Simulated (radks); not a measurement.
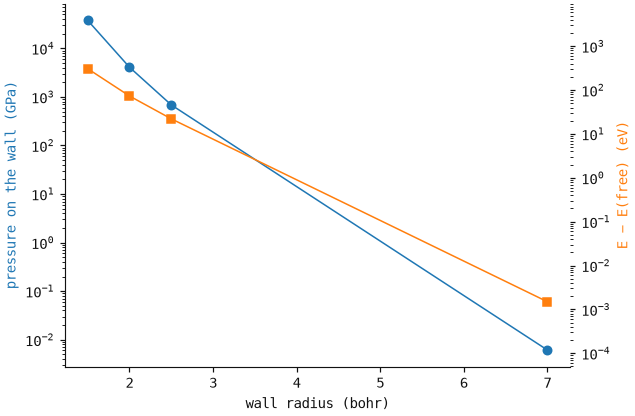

Ga²⁺ (Z = 31, 29 electrons); electrons: [Ar] 3d10 4s1 (high spin). It is put inside a hard spherical wall of varying radius. Theory: non-relativistic Kohn-Sham, LDA (Slater exchange, Perdew-Wang correlation), spin-polarised, spherical densities, point nucleus (computed with the in-house radial solver radks). The plot shows the pressure on the wall (left axis) and the energy above the free species (right axis).

> How do pressure and energy grow as the wall closes in?

The pressure grows from 0.0061 GPa at 7 bohr through 680 GPa at 2.5 bohr to 38000 GPa at 1.5 bohr, and the energy above the free species from 0.00149 eV through 22.1 eV to 307.5 eV. The pressure is −dE/dV with V = 4πR³/3.
